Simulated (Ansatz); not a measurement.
# Work function of Ir(111): what the settings cost and change

How far do cutoff, k-mesh and smearing move the work function of Ir(111)?

Program: Ansatz 0.2.0. Level of theory: plane-wave DFT, PBE, Ansatz PAW. Results are calculated unless marked as measured.

**Measured values to reproduce.**

“Anisotropic work function of elemental crystals” (2019, arxiv:1902.07811) quotes from earlier work for Ir (clean (111) face, a compiled value): work function (clean (111) face, a compiled value) 5.78 eV.

This is a report of a sequence of runs, with most program output left out.

### 1. Starting point

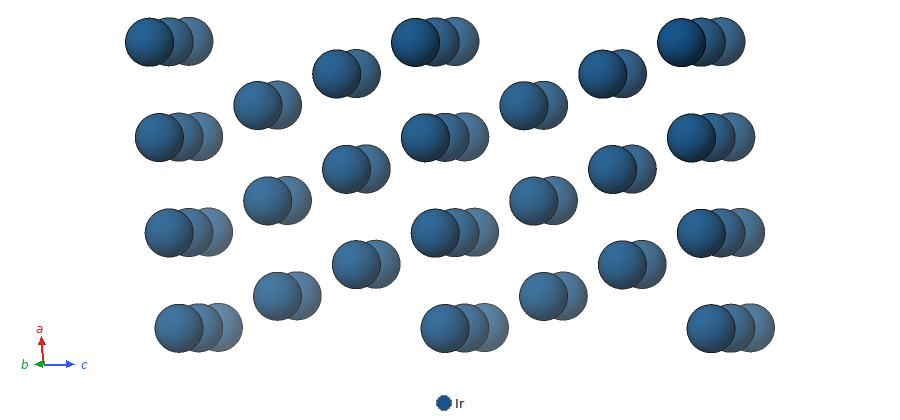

Start, viewed from the side, with the c axis across the page; iridium blue. 3×2×1 cells are drawn. Some periodic images of atoms are drawn too.

The cell holds 7 atoms: 7 Ir. Its edges and angles: a = 2.715 Å, b = 2.715 Å, c = 31.302 Å, α = 90.0°, β = 90.0°, γ = 60.0°. Vacuum lies along c.

### 2. Run, setting cutoff 200 eV

A work function rests on the faint tail of the density, so the SCF threshold is tight. The cutoff is raised first; then mesh and smearing are varied at the default cutoff.

input.yaml reads:

```yaml
crystal:
  lattice:
    - [2.7152900398, 0.0, 0.0]
    - [1.3576450199, 2.3515101531, 0.0]
    - [0.0, 0.0, 31.3021502021]
  atoms:
    - { symbol: Ir, position: [0.0, 0.0, 0.2875201845] }
    - { symbol: Ir, position: [0.3333333333, 0.3333333333, 0.3583467896] }
    - { symbol: Ir, position: [0.6666666667, 0.6666666667, 0.4291733948] }
    - { symbol: Ir, position: [0.0, 0.0, 0.5] }
    - { symbol: Ir, position: [0.3333333333, 0.3333333333, 0.5708266052] }
    - { symbol: Ir, position: [0.6666666667, 0.6666666667, 0.6416532104] }
    - { symbol: Ir, position: [0.0, 0.0, 0.7124798155] }
kpoints:
  mp_grid: { grid: [17, 17, 1] }
hamiltonian:
  xc: pbe
scf:
  occupations: { method: fermi_dirac, width: 0.1 }
  convergence: { dr2_threshold: 1.0e-09 }
efield:
  axis: 3
  dipole_correction: true
  ramp_position: 0.97
  ramp_width: 0.06
basis:
  ecutwfc: "200 eV"
output:
  write_potential: true
  write_density: true
  volumetric_format: npy
  elf: true
```

Started as:

```bash
> ansatz run input.yaml --threads 2 --pin off --max-ram 3072MiB --backend cpu --events-out ev --progress --plain --runs-dir out
```

It took 34 s on 2 threads of Arm Neoverse N1, shared host; peak memory 0.42 GiB.

Numbers from this step:

* energy at zero smearing: -83473.6327 eV
* work function, upper face: 6.090 eV

Running mean over 2.217 Å of the planar mean; the ramp of the sawtooth is left out. Electron's electrostatic potential energy less the Fermi level against z:

```
z (Å)  electron's electrostatic potential energy less the Fermi level (eV)
    4                                                                 5.97
    6                                                                 5.70
    8                                                                -5.46
   10                                                                -13.3
   12                                                                -13.5
   14                                                                -13.5
   16                                                                -13.5
   18                                                                -13.5
   20                                                                -13.5
   22                                                                -13.0
   24                                                                 2.81
   26                                                                 5.85
```

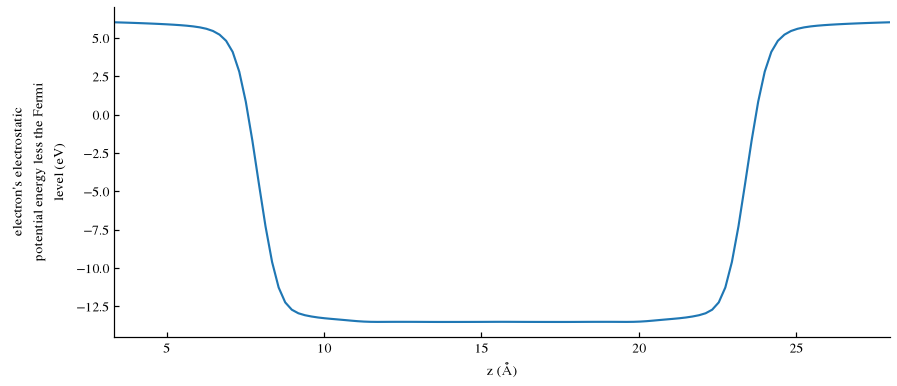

Electron's electrostatic potential energy less the Fermi level, plotted against z.

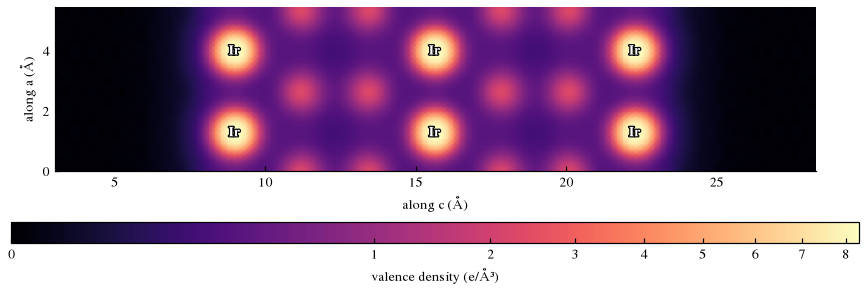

Valence density in the ca plane at fractional y = 0.000, with atoms of Ir within 0.2 Å of it. It is the smooth field of the valence electrons, not physical close to the nuclei. The map starts off the cell's origin, so that atoms lie inside it. The colour scale is stretched toward low values. The far vacuum is left out of the map.

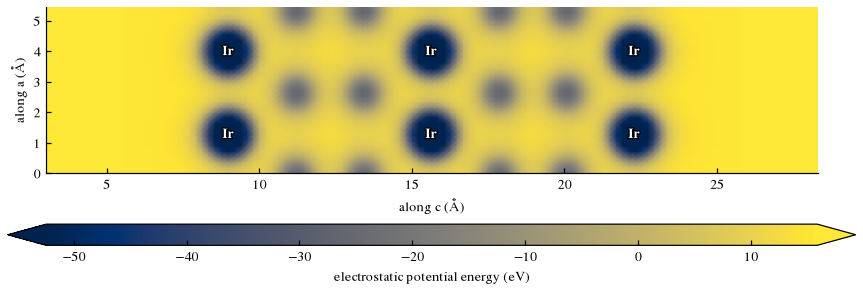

Electrostatic potential energy in the ca plane at fractional y = 0.000, with atoms of Ir within 0.2 Å of it. With pseudopotentials it is smooth inside the atoms' cores, unlike the true potential. The map starts off the cell's origin, so that atoms lie inside it. The far vacuum is left out of the map.

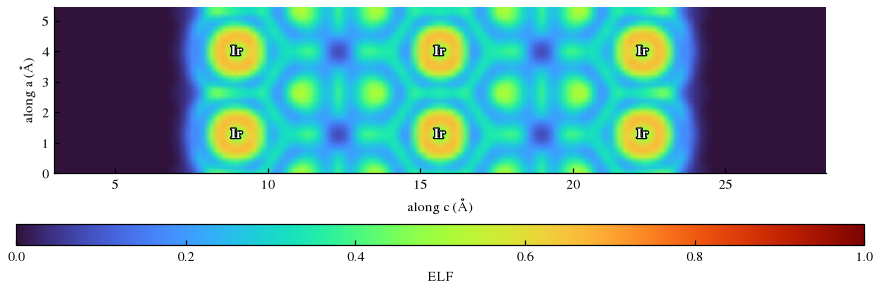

ELF in the ca plane at fractional y = 0.000, with atoms of Ir within 0.2 Å of it. It is the smooth field of the valence electrons, not physical close to the nuclei. The map starts off the cell's origin, so that atoms lie inside it. The far vacuum is left out of the map.

The work function is 6.090 eV. The program marks this work function as in doubt.

### 3. Slab

input.yaml: that of step 2 with these lines changed.

```diff
@@ -26,3 +26,3 @@
 basis:
-  ecutwfc: "200 eV"
+  ecutwfc: "300 eV"
 output:
@@ -31,2 +31 @@
   volumetric_format: npy
-  elf: true
```

Wall time 52 s (2 threads); peak memory 0.53 GiB.

The work function is 5.514 eV, -0.576 eV from the run “cutoff 200 eV”, at 1.6 times its CPU time.

### 4. Slab

input.yaml: that of step 3 with these lines changed.

```diff
@@ -26,3 +26,3 @@
 basis:
-  ecutwfc: "300 eV"
+  ecutwfc: "420 eV"
 output:
```

The job ended after 71 s (2 threads; peak memory 0.74 GiB; 2.1 min of CPU time).

The work function is 5.504 eV, -0.586 eV from the run “cutoff 200 eV”, at 2.1 times its CPU time.

### 5. Slab

input.yaml: that of step 4 with these lines changed.

```diff
@@ -26,3 +26,3 @@
 basis:
-  ecutwfc: "420 eV"
+  ecutwfc: "600 eV"
 output:
```

Run time: 1.9 min. Hardware: 2 threads; peak memory 1.1 GiB; 3.4 min of CPU time.

The work function is 5.504 eV, +0.000 eV from the run “cutoff 420 eV”, at 1.6 times its CPU time.

### 6. Slab

input.yaml: that of step 5 with these lines changed.

```diff
@@ -14,3 +14,3 @@
 kpoints:
-  mp_grid: { grid: [17, 17, 1] }
+  mp_grid: { grid: [3, 3, 1] }
 hamiltonian:
@@ -25,4 +25,2 @@
   ramp_width: 0.06
-basis:
-  ecutwfc: "600 eV"
 output:
```

Elapsed: 8.2 s, on 2 threads; peak memory 0.42 GiB.

The work function is 5.661 eV, +0.157 eV from the run “cutoff 420 eV”, at 0.095 times its CPU time.

### 7. Run

input.yaml: that of step 6 with these lines changed.

```diff
@@ -14,3 +14,3 @@
 kpoints:
-  mp_grid: { grid: [3, 3, 1] }
+  mp_grid: { grid: [6, 6, 1] }
 hamiltonian:
```

Run time: 15 s. Hardware: 2 threads; peak memory 0.45 GiB.

The work function is 5.526 eV, +0.021 eV from the run “cutoff 420 eV”, at 0.20 times its CPU time.

### 8. Slab

input.yaml: that of step 7 with these lines changed.

```diff
@@ -14,3 +14,3 @@
 kpoints:
-  mp_grid: { grid: [6, 6, 1] }
+  mp_grid: { grid: [11, 11, 1] }
 hamiltonian:
```

Run time: 34 s. Hardware: 2 threads; peak memory 0.55 GiB; 60 s of CPU time.

The work function is 5.514 eV, +0.010 eV from the run “cutoff 420 eV”, at 0.48 times its CPU time.

### 9. Slab

input.yaml: that of step 8 with these lines changed.

```diff
@@ -14,3 +14,3 @@
 kpoints:
-  mp_grid: { grid: [11, 11, 1] }
+  mp_grid: { grid: [26, 26, 1] }
 hamiltonian:
```

Elapsed: 2.4 min, on 2 threads; peak memory 1.1 GiB; 4.3 min of CPU time.

The work function is 5.502 eV, -0.002 eV from the run “cutoff 420 eV”, at 2.1 times its CPU time.

### 10. Slab

input.yaml: that of step 9 with these lines changed.

```diff
@@ -14,3 +14,3 @@
 kpoints:
-  mp_grid: { grid: [26, 26, 1] }
+  mp_grid: { grid: [17, 17, 1] }
 hamiltonian:
@@ -18,3 +18,3 @@
 scf:
-  occupations: { method: fermi_dirac, width: 0.1 }
+  occupations: { method: gaussian, width: 0.05 }
   convergence: { dr2_threshold: 1.0e-09 }
```

The job ended after 67 s (2 threads; peak memory 0.74 GiB; 2.1 min of CPU time).

The work function is 5.500 eV, -0.004 eV from the run “cutoff 420 eV”, at 0.98 times its CPU time.

### 11. Slab

input.yaml: that of step 10 with these lines changed.

```diff
@@ -18,3 +18,3 @@
 scf:
-  occupations: { method: gaussian, width: 0.05 }
+  occupations: { method: methfessel_paxton, width: 0.2 }
   convergence: { dr2_threshold: 1.0e-09 }
```

The job ended after 68 s (2 threads; peak memory 0.74 GiB; 2.1 min of CPU time).

The work function is 5.502 eV, -0.002 eV from the run “cutoff 420 eV”, at 0.99 times its CPU time.

### 12. Run

input.yaml: that of step 11 with these lines changed.

```diff
@@ -18,3 +18,3 @@
 scf:
-  occupations: { method: methfessel_paxton, width: 0.2 }
+  occupations: { method: fermi_dirac, width: 0.3 }
   convergence: { dr2_threshold: 1.0e-09 }
```

The job ended after 74 s (2 threads; peak memory 0.79 GiB).

The work function is 5.489 eV, -0.015 eV from the run “cutoff 420 eV”, at 1.1 times its CPU time.

### 13. Run

input.yaml: that of step 12 with these lines changed.

```diff
@@ -18,3 +18,3 @@
 scf:
-  occupations: { method: fermi_dirac, width: 0.3 }
+  occupations: { method: cold, width: 0.1 }
   convergence: { dr2_threshold: 1.0e-09 }
```

Elapsed: 64 s, on 2 threads; peak memory 0.74 GiB; 2 min of CPU time.

The work function is 5.497 eV, -0.008 eV from the run “cutoff 420 eV”, at 0.94 times its CPU time.

### 14. The series together

Times are for 2 threads of Arm Neoverse N1, shared host. The series side by side:

```
no.                            setting  work function, upper face (eV)     time  memory (GiB)
  1                      cutoff 200 eV                           6.090     34 s          0.42
  2                      cutoff 300 eV                           5.514     52 s          0.53
  3                      cutoff 420 eV                           5.504     71 s          0.74
  4                      cutoff 600 eV                           5.504  1.9 min           1.1
  5                           mesh 3x3                           5.661    8.2 s          0.42
  6                           mesh 6x6                           5.526     15 s          0.45
  7                         mesh 11x11                           5.514     34 s          0.55
  8                         mesh 26x26                           5.502  2.4 min           1.1
  9          Gaussian smearing 0.05 eV                           5.500     67 s          0.74
 10  methfessel_paxton smearing 0.2 eV                           5.502     68 s          0.74
 11        fermi_dirac smearing 0.3 eV                           5.489     74 s          0.79
 12               cold smearing 0.1 eV                           5.497     64 s          0.74
```

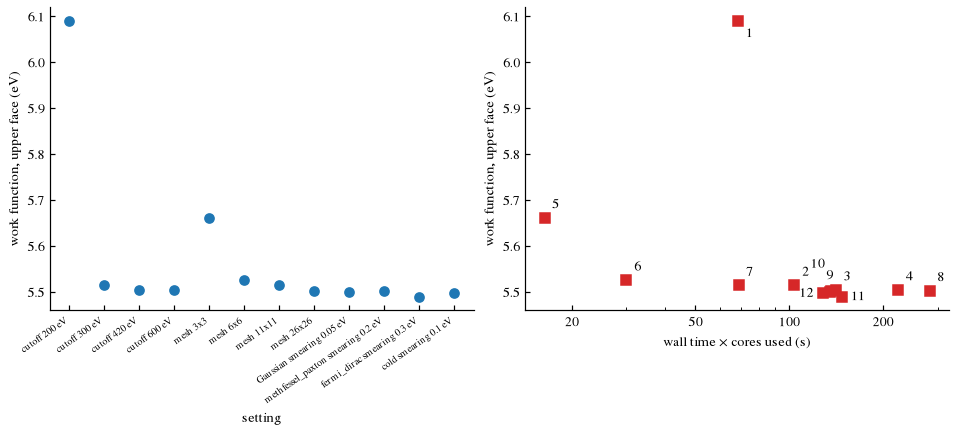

The series as plots; the last panel sets the first result against cost, with the runs numbered as in the table.

### 15. Varying the input

An input spoilt on purpose, to show how the run answers: it repeats the earlier run “cutoff 200 eV” with efield.amplitude to 5.0, and scf.max_iter set to 50; its output block differs too.

input.yaml: that of step 13 with these lines changed.

```diff
@@ -18,4 +18,5 @@
 scf:
-  occupations: { method: cold, width: 0.1 }
+  occupations: { method: fermi_dirac, width: 0.1 }
   convergence: { dr2_threshold: 1.0e-09 }
+  max_iter: 50
 efield:
@@ -25,2 +26,5 @@
   ramp_width: 0.06
+  amplitude: 5.0
+basis:
+  ecutwfc: "200 eV"
 output:
```

Elapsed: 44 s, on 2 threads; peak memory 0.4 GiB.

The fault (a field far too strong) makes this run a check alone; its numbers are not taken further.

### 16. What came out

```yaml
work_function_cutoff_200_ev: 6.090 eV
work_function_cutoff_420_ev: 5.504 eV
work_function_cutoff_600_ev: 5.504 eV
work_function_fermi_dirac_smearing_0p3_ev: 5.489 eV
```

In words: The run at the highest cutoff gives 5.50 eV, and the settings tried spread the value from 5.49 to 6.09 eV. Against 600 eV, a cutoff of 200 eV is off by +0.586 eV. Against 600 eV, a cutoff of 420 eV is off by -0.000 eV. Against the finest mesh, 26 points along a, the coarser ones are off by +0.16 (3), +0.02 (6) and +0.01 (11) eV. The smearing schemes and widths spread it over 0.01 eV. The program marks the value as in doubt in “cutoff 200 eV”. The ladder's slabs use the tabulated experimental lattice constant (two decimals; a low-temperature value for the alkali metals). In 1 run of the series (cutoff 200 eV) the program warns that electrons reach the sawtooth's ramp, which makes dipole and work function less sure.

Computed beside measured:

```
                                               quantity  measured    cutoff 600 eV
work function (clean (111) face, a compiled value) (eV)      5.78  5.50 (-0.28 eV)
```

Measured values from arxiv:1902.07811 (2019).

**Verdict.** The work function is off by -0.28 eV: fair agreement. The grades are ours: good and fair within 3 and 7 % for the work function. No cell relaxation is part of this session.

[Logs are printed without paths, hosts, clocks, repeated set-up lines and the standing remarks that a program may print on its own settings, such as how far it seeks lower states.]

[Hosts, paths, dates, database ids (printed as entryN), source tags and the programs' standing remarks are cut or masked in the printed files.]

[Maps of the electrostatic potential energy from Ansatz leave out the sawtooth potential of an applied field or a dipole correction, so their vacuum need not be flat; planar profiles and work functions include it.]
